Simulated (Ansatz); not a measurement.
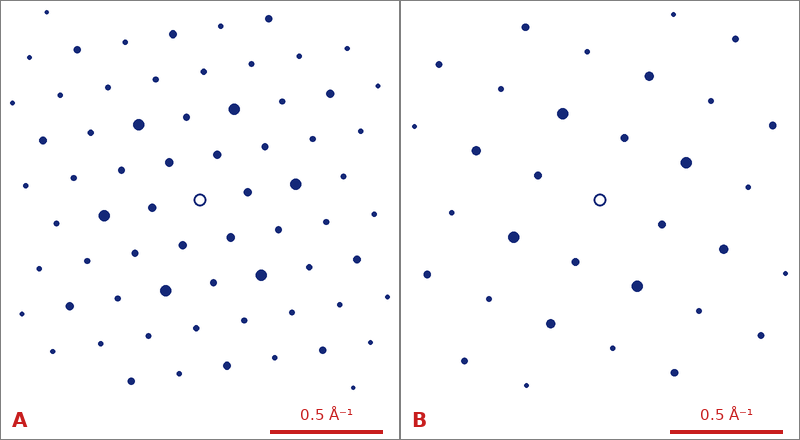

Kinematic electron diffraction patterns (200 kV, B = 0.5 Å², same scale, each along a low-index zone) of two structures of composition Ca2Ga, each relaxed at zero pressure with DFT PBE, scalar-relativistic, plane waves, PAW in Ansatz.

The structures (standard cells):
1. P4/nmm (No. 129), a = 4.725 Å, c = 8.313 Å, 6 atoms; generated start, possibly hypothetical
2. Pn-3m (No. 224), a = 6.483 Å, 6 atoms; generated start, possibly hypothetical

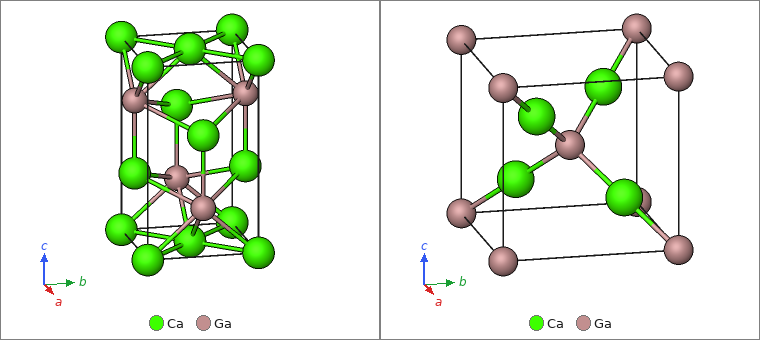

Drawings of the structures 1 to 2, from left to right (each may span several cells).

> Which pattern belongs to which structure, and along which zone?

A is structure 2 along [111] or an equivalent direction: hexagonal net of -1 1 0 at d = 4.58 Å and -1 0 1 at d = 4.58 Å, 60.0° apart. B is structure 1 along [001]: square net of 1 -1 0 at d = 3.34 Å and 1 1 0 at d = 3.34 Å, 90.0° apart (some points of this net are extinct or too weak to see).

> Rank the structures by their computed energy.

Structure 1 (P4/nmm, 30.93 Å³ an atom) is the lowest of these; structure 2 (Pn-3m, 45.42 Å³ an atom) lies about 550 meV an atom higher. These are static energies at 0 K; other structures, not shown, may lie lower still.
